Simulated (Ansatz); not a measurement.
**GaH3O2 + NH3: a complex and its separated parts**

Aim: how far the complex at one end of a reaction step lies below its separated, relaxed parts, level by level.

Program: Ansatz 0.2.0, Gaussian basis. Level of theory: PBE0-D4/def2-TZVP structures, single points in def2-TZVPP, no counterpoise correction. These are calculated values, not measurements.

Levels: SPW92, PBE-D4, BLYP-D4, r2SCAN-D4, B97M-V, PBE0-D4, B3LYP-D4, r2SCAN0-D4, BHLYP-D4, CAM-B3LYP-D4, wB97X-V, wB97M-V, B2PLYP, PBE-QIDH, RPA on PBE, Hartree-Fock, MP2, CCSD, CCSD(T).

Correlated methods freeze the cores. Filled d shells of the heavier atoms are correlated. B3LYP uses VWN-RPA correlation. B2PLYP carries no dispersion term here.

94 further runs of the same task are left out: 94 set aside as unsound or not needed. Runs told in other sessions of the task aren't counted.

**1. The starting structure**

The complex: 10 atoms, charge 0, spin multiplicity 1.

Atoms are counted from 1 here; the program's logs count them from 0.

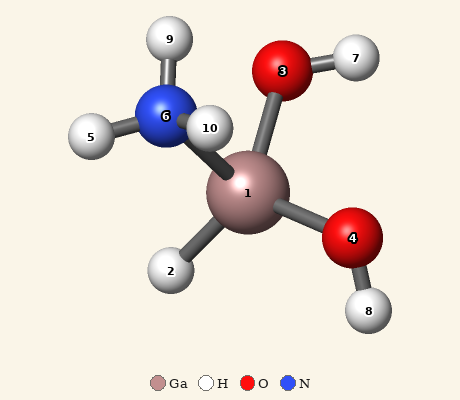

As it starts; gallium pink, hydrogen white, oxygen red, nitrogen blue; atoms are numbered from 1 in the order of the file.

As a file:

```mol
GaH6NO2
  3D, bonds by distance, orders not assigned

 10  9  0  0  0  0  0  0  0  0999 V2000
    0.6440   -0.3393   -0.3938 Ga  0  0
    1.1430   -1.8211   -0.4603 H   0  0
   -0.0489    0.4599   -1.8751 O   0  0
    1.4140    0.8784    0.7260 O   0  0
   -1.5722   -1.2001    0.9891 H   0  0
   -1.2078   -0.3301    0.6213 N   0  0
    0.3024    1.3435   -1.9979 H   0  0
    2.2748    0.6228    1.0580 H   0  0
   -1.8641    0.0560   -0.0499 H   0  0
   -1.0852    0.3299    1.3828 H   0  0
  1  2  8  0
  1  3  8  0
  1  4  8  0
  1  6  8  0
  3  7  8  0
  4  8  8  0
  5  6  8  0
  6  9  8  0
  6 10  8  0
M  END
```

Its parts: GaH3O2 holds atoms 1, 2, 3, 4, 7, 8; NH3 holds atoms 5, 6, 9, 10. Each part counts its atoms afresh in its own runs.

**2. Relaxing GaH3O2 alone**

The input, relax-a/in.yaml:

```yaml
crystal:
  periodic: [false, false, false]
  atoms:
    - {symbol: Ga, position_ang: [0.644022, -0.339280, -0.393789]}
    - {symbol: H, position_ang: [1.143020, -1.821051, -0.460344]}
    - {symbol: O, position_ang: [-0.048943, 0.459880, -1.875078]}
    - {symbol: O, position_ang: [1.414045, 0.878383, 0.725972]}
    - {symbol: H, position_ang: [0.302434, 1.343487, -1.997926]}
    - {symbol: H, position_ang: [2.274794, 0.622840, 1.057991]}
basis:
  gaussian: {orbitals: def2-TZVP}
hamiltonian: {xc: pbe0, dispersion: d4}
relax: {f_tol: 0.005, max_steps: 200}
```

Launch:

```sh
> ansatz run in.yaml --threads 4 --pin off --events-out ev --progress --plain --max-ram 9574MiB
```

What it wrote (excerpt; [...] marks lines left out):

```text
Functional definition: PBE0
  name "PBE0"
  cite "Adamo & Barone, J. Chem. Phys. 110, 6158 (1999) doi:10.1063/1.478522"
  cite "Perdew, Burke & Ernzerhof, Phys. Rev. Lett. 77, 3865 (1996) doi:10.1103/PhysRevLett.77.3865"
  parent pbe
[...]
847 factors; their error is unknown
[...]
mean field -56512.65632039 eV, -2076.8018141199 hartree, gradient 1.6e-5 eV, S^2 0.000000; 0 other end points of the search recorded, 0 dependent functions left out
[...]
reference -56512.65634702 eV, -2076.8018150986 hartree; 25, 25 occupied and 103, 103 virtual orbitals, 847 factors
[...]
reference -56512.98091216 eV, -2076.8137426478 hartree; 25, 25 occupied and 103, 103 virtual orbitals, 847 factors
Total energy: -56513.04855308 eV, -2076.8162284056 hartree
Atom 0 at     0.908997    -0.305604    -0.555274 Å, force     0.000462     0.004643    -0.000066 eV/Å
Atom 1 at     1.011188    -1.838479    -0.378240 Å, force    -0.000050    -0.003024     0.000194 eV/Å
Atom 2 at     0.033312     0.420830    -1.919675 Å, force    -0.000013     0.000520     0.000316 eV/Å
Atom 3 at     1.620848     0.920513     0.531029 Å, force    -0.000898    -0.000745    -0.001231 eV/Å
Atom 4 at     0.052639     1.380920    -1.901554 Å, force    -0.000082    -0.001119    -0.000197 eV/Å
Atom 5 at     2.102387     0.566079     1.280540 Å, force     0.000581    -0.000275     0.000984 eV/Å
Dipole moment:     0.186938    -0.138799     0.291166 e Å
```

Wall time 5 s (4 threads of AMD EPYC 9R45, shared host).

Step by step: (the energy doesn't fall at every step)

```tsv
step	energy from step 1 (eV)	largest force component (eV/Å)
1	0.0000	1.1494
2	-0.2164	0.4368
3	-0.2540	0.3777
4	-0.2339	1.5673
5	-0.3028	0.1572
6	-0.3236	0.0750
7	-0.3237	0.1005
8	-0.3250	0.0051
9	-0.3250	0.0046
```

Close pairs (by a distance rule), those that changed most:

```tsv
bond	before (Å)	after (Å)	change (Å)
Ga1–O3	1.820	1.777	-0.044
Ga1–O4	1.825	1.786	-0.039
Ga1–H2	1.565	1.546	-0.019
O3–H5	0.959	0.960	+0.002
O4–H6	0.957	0.959	+0.001
```

**3. Relaxing NH3 alone**

The input, relax-b/in.yaml:

```yaml
crystal:
  periodic: [false, false, false]
  atoms:
    - {symbol: H, position_ang: [-1.572237, -1.200084, 0.989129]}
    - {symbol: N, position_ang: [-1.207797, -0.330086, 0.621296]}
    - {symbol: H, position_ang: [-1.864124, 0.055985, -0.049926]}
    - {symbol: H, position_ang: [-1.085215, 0.329926, 1.382774]}
basis:
  gaussian: {orbitals: def2-TZVP}
hamiltonian: {xc: pbe0, dispersion: d4}
relax: {f_tol: 0.005, max_steps: 200}
```

Launch:

```sh
> ansatz run in.yaml --threads 4 --pin off --events-out ev --progress --plain --max-ram 9574MiB
```

What it wrote (excerpt; [...] marks lines left out):

```text
[... 5 set-up lines as earlier in the session ...]
[...]
287 factors; their error is unknown
[...]
mean field -1537.79139651 eV, -56.5127914691 hartree, gradient 5.2e-5 eV, S^2 0.000000; 0 other end points of the search recorded, 0 dependent functions left out
[...]
Total energy: -1537.80844308 eV, -56.5134179193 hartree
Atom 0 at    -1.579716    -1.184572     0.988919 Å, force    -0.000908     0.000521    -0.000730 eV/Å
Atom 1 at    -1.184576    -0.332795     0.609926 Å, force     0.001475     0.002462     0.001929 eV/Å
Atom 2 at    -1.866239     0.050944    -0.032978 Å, force    -0.001418    -0.001627    -0.001349 eV/Å
Atom 3 at    -1.098843     0.322164     1.377406 Å, force     0.000851    -0.001356     0.000150 eV/Å
Dipole moment:    -0.310039     0.058418     0.157502 e Å
```

Run time: 0.45 s. Hardware: 4 threads of AMD EPYC 9R45, shared host.

Along the way:

```tsv
step	energy from step 1 (eV)	largest force component (eV/Å)
1	0.0000	0.2389
2	-0.0059	0.1663
3	-0.0076	0.1083
4	-0.0079	0.0025
```

Close pairs (by a distance rule), those that changed most:

```tsv
bond	before (Å)	after (Å)	change (Å)
N2–H4	1.015	1.013	-0.003
N2–H3	1.015	1.013	-0.003
H1–N2	1.012	1.013	+0.000
```

**4. SPW92/def2-TZVPP**

The input, parta/in.yaml:

```yaml
crystal:
  periodic: [false, false, false]
  atoms:
    - {symbol: Ga, position_ang: [0.908997, -0.305604, -0.555274]}
    - {symbol: H, position_ang: [1.011188, -1.838479, -0.378240]}
    - {symbol: O, position_ang: [0.033312, 0.420830, -1.919675]}
    - {symbol: O, position_ang: [1.620848, 0.920513, 0.531029]}
    - {symbol: H, position_ang: [0.052639, 1.380920, -1.901554]}
    - {symbol: H, position_ang: [2.102387, 0.566079, 1.280540]}
basis:
  gaussian: {orbitals: def2-TZVPP}
hamiltonian: {xc: lda}
```

The input, partb/in.yaml:

```yaml
crystal:
  periodic: [false, false, false]
  atoms:
    - {symbol: H, position_ang: [-1.579716, -1.184572, 0.988919]}
    - {symbol: N, position_ang: [-1.184576, -0.332795, 0.609926]}
    - {symbol: H, position_ang: [-1.866239, 0.050944, -0.032978]}
    - {symbol: H, position_ang: [-1.098843, 0.322164, 1.377406]}
basis:
  gaussian: {orbitals: def2-TZVPP}
hamiltonian: {xc: lda}
```

One command serves all of them, each in its own folder.

Launch:

```sh
> ansatz run in.yaml --threads 4 --pin off --events-out ev --progress --plain --max-ram 9574MiB
```

Log of parta (excerpt; [...] marks lines left out):

```text
Functional definition: SPW92
  name "SPW92"
  cite "Dirac, Proc. Camb. Phil. Soc. 26, 376 (1930) doi:10.1017/S0305004100016108"
  cite "Slater, Phys. Rev. 81, 385 (1951) doi:10.1103/PhysRev.81.385"
  cite "Perdew & Wang, Phys. Rev. B 45, 13244 (1992) doi:10.1103/PhysRevB.45.13244"
[...]
847 factors; their error is unknown
[...]
mean field -56412.34335240 eV, -2073.1153805410 hartree, gradient 8.4e-5 eV, S^2 0.000000; 0 other end points of the search recorded, 0 dependent functions left out
reference -56412.34338610 eV, -2073.1153817793 hartree; 25, 25 occupied and 127, 127 virtual orbitals, 847 factors
Total energy: -56412.34338610 eV, -2073.1153817793 hartree
```

partb printed (excerpt; [...] marks lines left out):

```text
[... 5 set-up lines as earlier in the session ...]
[...]
332 factors; their error is unknown
[...]
mean field -1526.58938189 eV, -56.1011250250 hartree, gradient 8.6e-5 eV, S^2 0.000000; 0 other end points of the search recorded, 0 dependent functions left out
reference -1526.58940129 eV, -56.1011257379 hartree; 5, 5 occupied and 68, 68 virtual orbitals, 332 factors
Total energy: -1526.58940129 eV, -56.1011257379 hartree
```

Times: 0.25 s (parta), 0.1 s (partb) on 4 threads of AMD EPYC 9R45, shared host.

**5. PBE-D4/def2-TZVPP**

The same edit goes into each in.yaml of step 4 (parta, partb):

```diff
-hamiltonian: {xc: lda}
+hamiltonian: {xc: pbe, dispersion: d4}
```

One command serves all of them, each in its own folder.

Launch:

```sh
> ansatz run in.yaml --threads 4 --pin off --events-out ev --progress --plain --max-ram 9574MiB
```

parta printed (excerpt; [...] marks lines left out):

```text
Functional definition: PBE
  name "PBE"
[... 2 set-up lines as earlier in the session ...]
[...]
847 factors; their error is unknown
[...]
mean field -56512.08103347 eV, -2076.7806727156 hartree, gradient 8.0e-5 eV, S^2 0.000000; 0 other end points of the search recorded, 0 dependent functions left out
reference -56512.08106944 eV, -2076.7806740375 hartree; 25, 25 occupied and 127, 127 virtual orbitals, 847 factors
Total energy: -56512.16206309 eV, -2076.7836504993 hartree
```

Log of partb (excerpt; [...] marks lines left out):

```text
[... 4 set-up lines as earlier in the session ...]
[...]
332 factors; their error is unknown
[...]
mean field -1537.73152637 eV, -56.5105912824 hartree, gradient 6.3e-5 eV, S^2 0.000000; 0 other end points of the search recorded, 0 dependent functions left out
reference -1537.73154672 eV, -56.5105920301 hartree; 5, 5 occupied and 68, 68 virtual orbitals, 332 factors
Total energy: -1537.74292466 eV, -56.5110101616 hartree
```

Wall times: 0.4 s (parta), 0.15 s (partb) on 4 threads of AMD EPYC 9R45, shared host.

**6. BLYP-D4/def2-TZVPP**

Each input of step 5 (parta, partb) changes in the same lines:

```diff
-hamiltonian: {xc: pbe, dispersion: d4}
+hamiltonian: {xc: {name: BLYP}, dispersion: d4}
```

One command serves all of them, each in its own folder.

Launch:

```sh
> ansatz run in.yaml --threads 4 --pin off --events-out ev --progress --plain --max-ram 9574MiB
```

Log of parta (excerpt; [...] marks lines left out):

```text
Functional definition: BLYP
  name "BLYP"
  cite "Becke, Phys. Rev. A 38, 3098 (1988) doi:10.1103/PhysRevA.38.3098"
  cite "Lee, Yang & Parr, Phys. Rev. B 37, 785 (1988) doi:10.1103/PhysRevB.37.785"
[...]
847 factors; their error is unknown
[...]
mean field -56525.68147475 eV, -2077.2804797139 hartree, gradient 8.7e-5 eV, S^2 0.000000; 0 other end points of the search recorded, 0 dependent functions left out
reference -56525.68176761 eV, -2077.2804904765 hartree; 25, 25 occupied and 127, 127 virtual orbitals, 847 factors
Total energy: -56525.86098901 eV, -2077.2870767413 hartree
```

Log of partb (excerpt; [...] marks lines left out):

```text
[... 4 set-up lines as earlier in the session ...]
[...]
332 factors; their error is unknown
[...]
mean field -1539.10791485 eV, -56.5611726259 hartree, gradient 6.2e-5 eV, S^2 0.000000; 0 other end points of the search recorded, 0 dependent functions left out
reference -1539.10810043 eV, -56.5611794457 hartree; 5, 5 occupied and 68, 68 virtual orbitals, 332 factors
Total energy: -1539.13554974 eV, -56.5621881894 hartree
```

Wall times: 0.4 s (parta), 0.15 s (partb) on 4 threads of AMD EPYC 9R45, shared host.

**7. r2SCAN-D4/def2-TZVPP**

Each input of step 6 (parta, partb) changes in the same lines:

```diff
-hamiltonian: {xc: {name: BLYP}, dispersion: d4}
+hamiltonian: {xc: r2scan, dispersion: d4}
```

One command serves all of them, each in its own folder.

Launch:

```sh
> ansatz run in.yaml --threads 4 --pin off --events-out ev --progress --plain --max-ram 9574MiB
```

Log of parta (excerpt; [...] marks lines left out):

```text
Functional definition: r2SCAN
  name "r2SCAN"
  cite "Furness, Kaplan, Ning, Perdew & Sun, J. Phys. Chem. Lett. 11, 8208 (2020) doi:10.1021/acs.jpclett.0c02405"
  cite "Furness, Kaplan, Ning, Perdew & Sun, J. Phys. Chem. Lett. 11, 9248 (2020) doi:10.1021/acs.jpclett.0c03077"
  parent r2scan
[...]
847 factors; their error is unknown
[...]
mean field -56522.14678559 eV, -2077.1505822832 hartree, gradient 5.5e-5 eV, S^2 0.000000; 0 other end points of the search recorded, 0 dependent functions left out
reference -56522.14679625 eV, -2077.1505826752 hartree; 25, 25 occupied and 127, 127 virtual orbitals, 847 factors
Total energy: -56522.16505717 eV, -2077.1512537516 hartree
```

Log of partb (excerpt; [...] marks lines left out):

```text
[... 5 set-up lines as earlier in the session ...]
[...]
332 factors; their error is unknown
[...]
mean field -1538.76470380 eV, -56.5485598526 hartree, gradient 3.3e-5 eV, S^2 0.000000; 0 other end points of the search recorded, 0 dependent functions left out
reference -1538.76471026 eV, -56.5485600898 hartree; 5, 5 occupied and 68, 68 virtual orbitals, 332 factors
Total energy: -1538.76742321 eV, -56.5486597890 hartree
```

They took 0.65 s (parta), 0.25 s (partb) on 4 threads of AMD EPYC 9R45, shared host.

**8. B97M-V/def2-TZVPP**

Each input of step 7 (parta, partb) changes in the same lines:

```diff
-hamiltonian: {xc: r2scan, dispersion: d4}
+hamiltonian: {xc: {name: B97M-V}}
```

One command serves all of them, each in its own folder.

Launch:

```sh
> ansatz run in.yaml --threads 4 --pin off --events-out ev --progress --plain --max-ram 9574MiB
```

Log of parta (excerpt; [...] marks lines left out):

```text
Functional definition: B97M-V
  name "B97M-V"
  cite "Mardirossian & Head-Gordon, J. Chem. Phys. 142, 074111 (2015) doi:10.1063/1.4907719"
  cite "Becke, J. Chem. Phys. 107, 8554 (1997) doi:10.1063/1.475007"
  cite "Vydrov & Van Voorhis, J. Chem. Phys. 133, 244103 (2010) doi:10.1063/1.3521275"
  # Of w^i u^j: cxij and so on, Table III.
[...]
  gx(w, u) = cx00 + cx01*u + cx02*u^2 + (cx10 + cx11*u)*w
[...]
  gos(w, u) = cos00 + cos01*u + cos03*u^3 + cos10*w + cos32*w^3*u^2
[...]
      + integral(e_c_pw_mod_opposite_spin*gos(b97_w_opposite, b97_u_opposite)) + vv10(b, c)
847 factors; their error is unknown
[...]
mean field -56513.05928383 eV, -2076.8166227533 hartree, gradient 4.0e-5 eV, S^2 0.000000; 0 other end points of the search recorded, 0 dependent functions left out
reference -56513.05933673 eV, -2076.8166246975 hartree; 25, 25 occupied and 127, 127 virtual orbitals, 847 factors
Total energy: -56513.05933673 eV, -2076.8166246975 hartree
```

Output in partb (excerpt; [...] marks lines left out):

```text
[... 5 set-up lines as earlier in the session ...]
  # Of w^i u^j: cxij and so on, Table III.
[...]
  gx(w, u) = cx00 + cx01*u + cx02*u^2 + (cx10 + cx11*u)*w
[...]
  gos(w, u) = cos00 + cos01*u + cos03*u^3 + cos10*w + cos32*w^3*u^2
[...]
      + integral(e_c_pw_mod_opposite_spin*gos(b97_w_opposite, b97_u_opposite)) + vv10(b, c)
332 factors; their error is unknown
[...]
mean field -1539.38744265 eV, -56.5714450832 hartree, gradient 4.5e-5 eV, S^2 0.000000; 0 other end points of the search recorded, 0 dependent functions left out
reference -1539.38747547 eV, -56.5714462894 hartree; 5, 5 occupied and 68, 68 virtual orbitals, 332 factors
Total energy: -1539.38747547 eV, -56.5714462894 hartree
```

Wall times: 1.2 s (parta), 0.3 s (partb) on 4 threads of AMD EPYC 9R45, shared host.

**9. PBE0-D4/def2-TZVPP**

The same edit goes into each in.yaml of step 8 (parta, partb):

```diff
-hamiltonian: {xc: {name: B97M-V}}
+hamiltonian: {xc: pbe0, dispersion: d4}
+output: {orbitals: {seedname: orbitals}}
```

One command serves all of them, each in its own folder.

Launch:

```sh
> ansatz run in.yaml --threads 4 --pin off --events-out ev --progress --plain --max-ram 9574MiB
```

Output in parta (excerpt; [...] marks lines left out):

```text
[... 5 set-up lines as earlier in the session ...]
[...]
892 factors; their error is unknown
[...]
mean field -56513.07467978 eV, -2076.8171885439 hartree, gradient 5.3e-5 eV, S^2 0.000000; 0 other end points of the search recorded, 0 dependent functions left out
reference -56513.07470642 eV, -2076.8171895232 hartree; 25, 25 occupied and 127, 127 virtual orbitals, 892 factors
Total energy: -56513.14234734 eV, -2076.8196752809 hartree
```

Output in partb (excerpt; [...] marks lines left out):

```text
[... 5 set-up lines as earlier in the session ...]
[...]
332 factors; their error is unknown
[...]
mean field -1537.87184170 eV, -56.5157477756 hartree, gradient 1.2e-5 eV, S^2 0.000000; 0 other end points of the search recorded, 0 dependent functions left out
reference -1537.87185762 eV, -56.5157483605 hartree; 5, 5 occupied and 68, 68 virtual orbitals, 332 factors
Total energy: -1537.88097338 eV, -56.5160833585 hartree
```

They took 0.5 s (parta), 0.15 s (partb) on 4 threads of AMD EPYC 9R45, shared host.

**10. B3LYP-D4/def2-TZVPP**

Each input of step 9 (parta, partb) changes in the same lines:

```diff
-hamiltonian: {xc: pbe0, dispersion: d4}
-output: {orbitals: {seedname: orbitals}}
+hamiltonian: {xc: {name: B3LYP}, dispersion: d4}
```

The same command starts each run, in its folder.

Launch:

```sh
> ansatz run in.yaml --threads 4 --pin off --events-out ev --progress --plain --max-ram 9574MiB
```

Log of parta (excerpt; [...] marks lines left out):

```text
Functional definition: B3LYP
  name "B3LYP"
  cite "Stephens, Devlin, Chabalowski & Frisch, J. Phys. Chem. 98, 11623 (1994) doi:10.1021/j100096a001"
[... 2 set-up lines as earlier in the session ...]
  cite "Vosko, Wilk & Nusair, Can. J. Phys. 58, 1200 (1980) doi:10.1139/p80-159"
[...]
882 factors; their error is unknown
[...]
mean field -56525.86573910 eV, -2077.2872513039 hartree, gradient 1.2e-5 eV, S^2 0.000000; 0 other end points of the search recorded, 0 dependent functions left out
reference -56525.86595783 eV, -2077.2872593420 hartree; 25, 25 occupied and 127, 127 virtual orbitals, 882 factors
Total energy: -56525.99805582 eV, -2077.2921138540 hartree
```

Output in partb (excerpt; [...] marks lines left out):

```text
[... 6 set-up lines as earlier in the session ...]
[...]
332 factors; their error is unknown
[...]
mean field -1539.85469639 eV, -56.5886163412 hartree, gradient 1.9e-5 eV, S^2 0.000000; 0 other end points of the search recorded, 0 dependent functions left out
reference -1539.85483600 eV, -56.5886214720 hartree; 5, 5 occupied and 68, 68 virtual orbitals, 332 factors
Total energy: -1539.87289682 eV, -56.5892851949 hartree
```

They took 0.5 s (parta), 0.15 s (partb) on 4 threads of AMD EPYC 9R45, shared host.

**11. r2SCAN0-D4/def2-TZVPP**

The same edit goes into each in.yaml of step 10 (parta, partb):

```diff
-hamiltonian: {xc: {name: B3LYP}, dispersion: d4}
+hamiltonian: {xc: {name: r2SCAN0}, dispersion: d4}
```

One command serves all of them, each in its own folder.

Launch:

```sh
> ansatz run in.yaml --threads 4 --pin off --events-out ev --progress --plain --max-ram 9574MiB
```

parta printed (excerpt; [...] marks lines left out):

```text
Functional definition: r2SCAN0
  name "r2SCAN0"
  cite "Bursch, Neugebauer, Ehlert & Grimme, J. Chem. Phys. 156, 134105 (2022) doi:10.1063/5.0086040"
[... 3 set-up lines as earlier in the session ...]
[...]
892 factors; their error is unknown
[...]
mean field -56520.73407071 eV, -2077.0986659692 hartree, gradient 1.6e-5 eV, S^2 0.000000; 0 other end points of the search recorded, 0 dependent functions left out
reference -56520.73407920 eV, -2077.0986662810 hartree; 25, 25 occupied and 127, 127 virtual orbitals, 892 factors
Total energy: -56520.75586220 eV, -2077.0994667916 hartree
```

Log of partb (excerpt; [...] marks lines left out):

```text
[... 6 set-up lines as earlier in the session ...]
[...]
332 factors; their error is unknown
[...]
mean field -1538.56924834 eV, -56.5413769966 hartree, gradient 4.0e-5 eV, S^2 0.000000; 0 other end points of the search recorded, 0 dependent functions left out
reference -1538.56925342 eV, -56.5413771836 hartree; 5, 5 occupied and 68, 68 virtual orbitals, 332 factors
Total energy: -1538.57225474 eV, -56.5414874799 hartree
```

Times: 0.8 s (parta), 0.25 s (partb) on 4 threads of AMD EPYC 9R45, shared host.

**12. BHLYP-D4/def2-TZVPP**

The same edit goes into each in.yaml of step 11 (parta, partb):

```diff
-hamiltonian: {xc: {name: r2SCAN0}, dispersion: d4}
+hamiltonian: {xc: {name: BHLYP}, dispersion: d4}
```

The same command starts each run, in its folder.

Launch:

```sh
> ansatz run in.yaml --threads 4 --pin off --events-out ev --progress --plain --max-ram 9574MiB
```

parta printed (excerpt; [...] marks lines left out):

```text
Functional definition: BHLYP
  name "BHLYP"
  cite "Becke, J. Chem. Phys. 98, 1372 (1993) doi:10.1063/1.464304"
[... 2 set-up lines as earlier in the session ...]
[...]
984 factors; their error is unknown
[...]
mean field -56521.63087873 eV, -2077.1316230557 hartree, gradient 3.6e-5 eV, S^2 0.000000; 0 other end points of the search recorded, 0 dependent functions left out
reference -56521.63102599 eV, -2077.1316284678 hartree; 25, 25 occupied and 127, 127 virtual orbitals, 984 factors
Total energy: -56521.73614104 eV, -2077.1354913745 hartree
```

partb printed (excerpt; [...] marks lines left out):

```text
[... 5 set-up lines as earlier in the session ...]
[...]
346 factors; their error is unknown
[...]
mean field -1538.73562695 eV, -56.5474912979 hartree, gradient 7.6e-5 eV, S^2 0.000000; 0 other end points of the search recorded, 0 dependent functions left out
reference -1538.73572360 eV, -56.5474948496 hartree; 5, 5 occupied and 68, 68 virtual orbitals, 346 factors
Total energy: -1538.74642374 eV, -56.5478880728 hartree
```

Times: 0.55 s (parta), 0.15 s (partb) on 4 threads of AMD EPYC 9R45, shared host.

[end of part 1 of 2]
